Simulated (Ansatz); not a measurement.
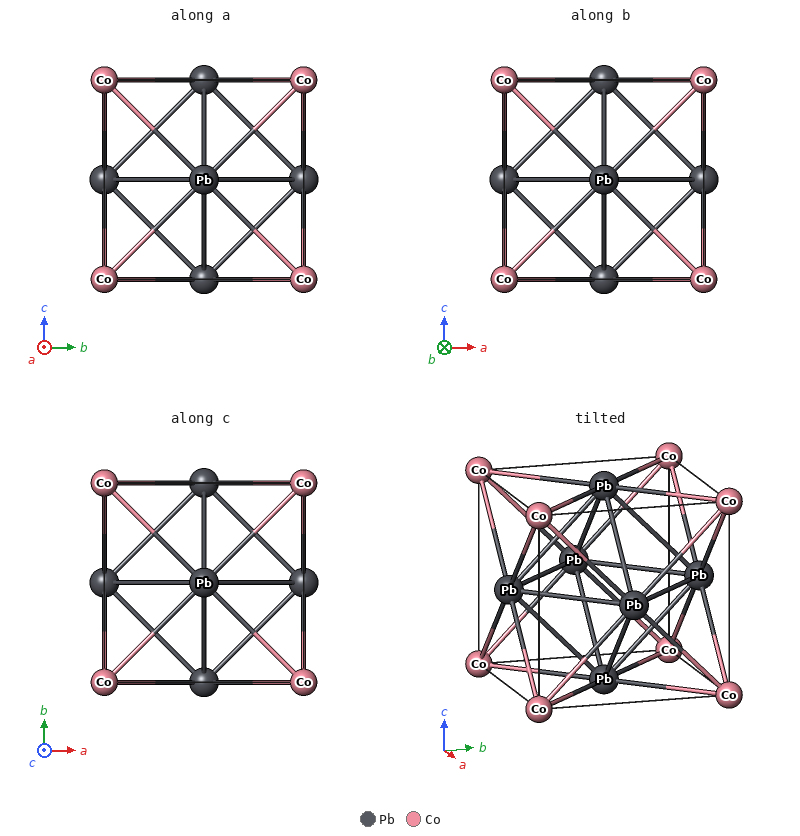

The crystal in a ball-and-stick representation, seen along the a axis, along the b axis, along the c axis and slightly off an axis. The edges of the conventional unit cell are marked.

Lattice parameters: a = 4.4806 Å, b = 4.4806 Å, c = 4.4806 Å, α = 90.000°, β = 90.000°, γ = 90.000°.

> Convert the drawing into a CIF in P1 with every atom of the cell.

```cif
data_structure
_symmetry_space_group_name_H-M 'P 1'
_symmetry_Int_Tables_number 1
_cell_length_a 4.4806
_cell_length_b 4.4806
_cell_length_c 4.4806
_cell_angle_alpha 90.000
_cell_angle_beta 90.000
_cell_angle_gamma 90.000
_cell_volume 89.95
loop_
_atom_site_label
_atom_site_type_symbol
_atom_site_fract_x
_atom_site_fract_y
_atom_site_fract_z
_atom_site_occupancy
Pb1 Pb 0.0000 0.5000 0.5000 1
Pb2 Pb 0.5000 0.0000 0.5000 1
Pb3 Pb 0.5000 0.5000 0.0000 1
Co1 Co 0.0000 0.0000 0.0000 1
```

The structure comes from a structure type filled with these elements by a generator (whether the compound takes this form wasn't checked). Earlier steps of the study may have refined or changed the cell and positions. It was run through Ansatz as a DFT input.

At this level of theory the cell isn't at rest (compressed, at 6 GPa), so its distances can differ from those at equilibrium, the more so the softer the solid.
